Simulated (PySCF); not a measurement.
H8HgO4 (charge +2)

| atom | x (Å) | y (Å) | z (Å) |
| --- | --- | --- | --- |
| Hg | 0.0000 | 0.0000 | 0.0000 |
| O | 1.3119 | 1.2672 | 1.3234 |
| H | 1.2496 | 1.3326 | 2.2905 |
| H | 2.1013 | 1.7606 | 1.0469 |
| O | -1.3119 | -1.3234 | 1.2672 |
| H | -2.1012 | -1.0469 | 1.7607 |
| H | -1.2496 | -2.2904 | 1.3327 |
| O | 1.3119 | -1.2672 | -1.3234 |
| H | 2.1013 | -1.7606 | -1.0469 |
| H | 1.2496 | -1.3326 | -2.2905 |
| O | -1.3119 | 1.3234 | -1.2672 |
| H | -1.2496 | 2.2904 | -1.3327 |
| H | -2.1012 | 1.0469 | -1.7607 |

Core potentials replace the inner electrons of Hg.

The calculation used RKS PBE0, Hg def2-SVP with ECP60, O def2-SVP, H def2-SVP; non-relativistic Hamiltonian with scalar-relativistic core potentials where named; density fitting in PySCF 2.14.0.

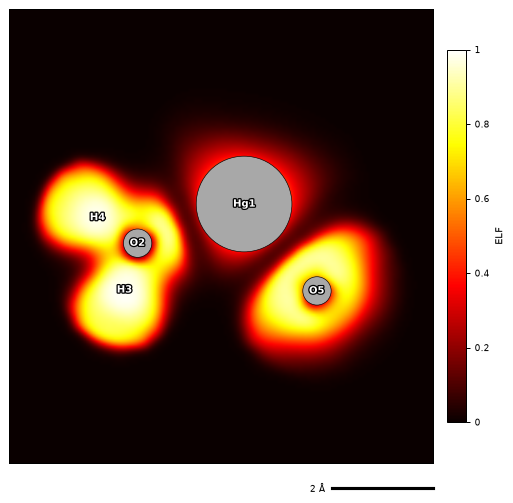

Figure 1. ELF on the plane of atoms O2, Hg1 and O5. Grey discs cover the atomic cores.

Q: What does the map show?

A:
- Atoms in the plane: Hg, O and H.
- Hg–O (2.25 Å): the ELF peaks at about 0.90 in the valence shell of O, 0.6 Å from its nucleus, and drops to about 0.10 between the two atoms.
- O–H (0.97 Å): the ELF climbs to about 1 towards the hydrogen, as it does in any bond to H: a covalent bond by its length.

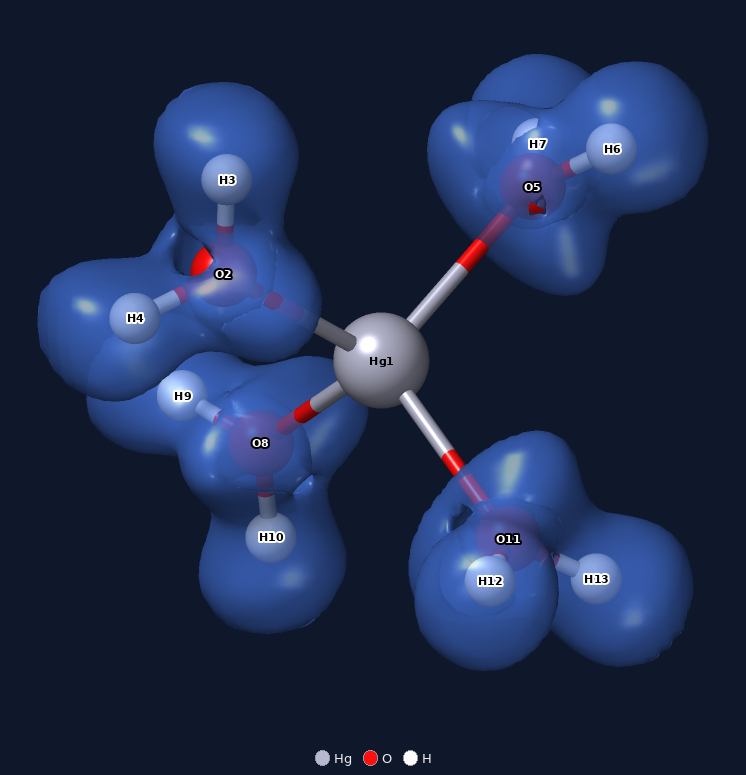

Figure 2. Isosurface of the electron localisation function at 0.75 (blue), seen across its widest extent. Only the valence region is drawn (cores and ρ < 0.01 e/Å³ removed).

Q: Where are the electrons localised?

A: The ELF exceeds this value in four joined regions spread over several atoms (H, O), in which their bonds and any lone pairs are merged.

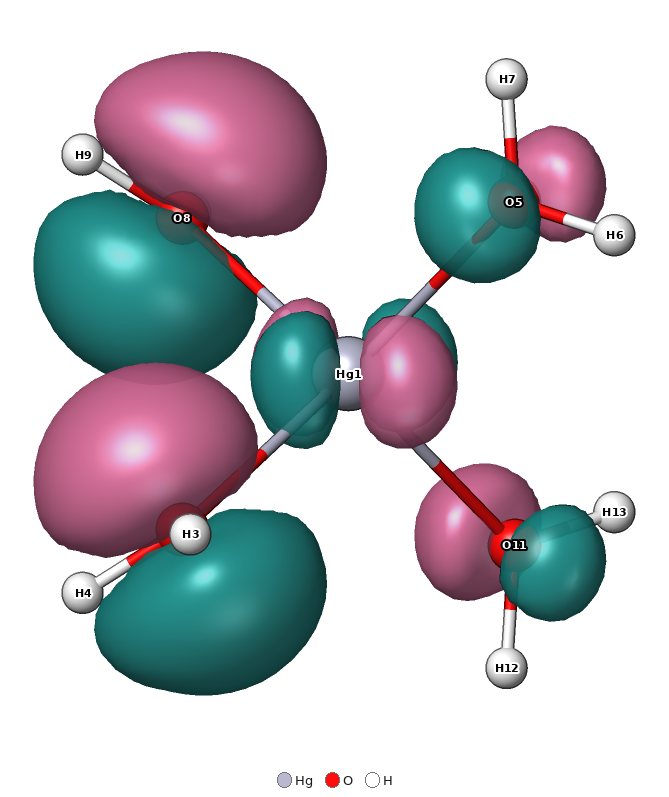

Figure 3. The HOMO−1 at ±0.1 Å⁻³ᐟ² (teal and pink are the two phases), seen from one side.

Q: Describe this orbital and give its energy.

A: By Hirshfeld shares it lies mainly on O2 (about 20 %), O5 (about 20 %), O8 (about 20 %), O11 (about 20 %) and Hg1 (about 5 %); largely a combination of lone pairs on O2, O5, O8 and O11. Its energy is −18.90 eV.
